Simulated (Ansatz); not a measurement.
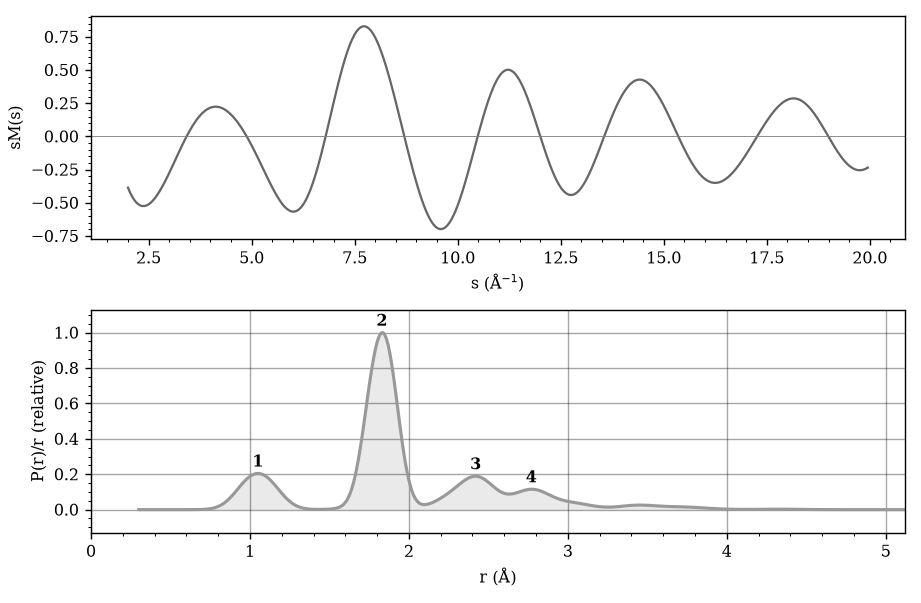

Simulated gas electron diffraction: reduced molecular intensity sM(s) from the Debye equation in the first Born approximation (top) and the radial distribution curve (bottom) of CH5OS (charge +1, ignored in the scattering factors). Each pair of atoms contributes with weight ZᵢZⱼ/r; damping constant 0.0015 Å²; vibrational amplitudes assumed, not computed: 0.05 Å for bonds, 0.078 Å for bonds to H, 0.06 + 0.015 r up to 0.15 Å for other pairs. The geometry is the end point of an optimisation (Ansatz 0.2.0, RKS PBE-D4/def2-SVP); it may be a saddle point or a higher isomer.

> Assign the numbered peaks of the radial distribution curve (– bonded, ··· not bonded).

Peak 1, 1.05 Å: O–H 0.99 Å (×2), C–H 1.11–1.12 Å (×3), not resolved
Peak 2, 1.83 Å: S–C 1.77 Å, S–O 1.87 Å, not resolved
Peak 3, 2.42 Å: S···H 2.25–2.44 Å (×5), not resolved
Peak 4, 2.77 Å: O···C 2.77 Å, O···H 3.04 Å (×2), not resolved
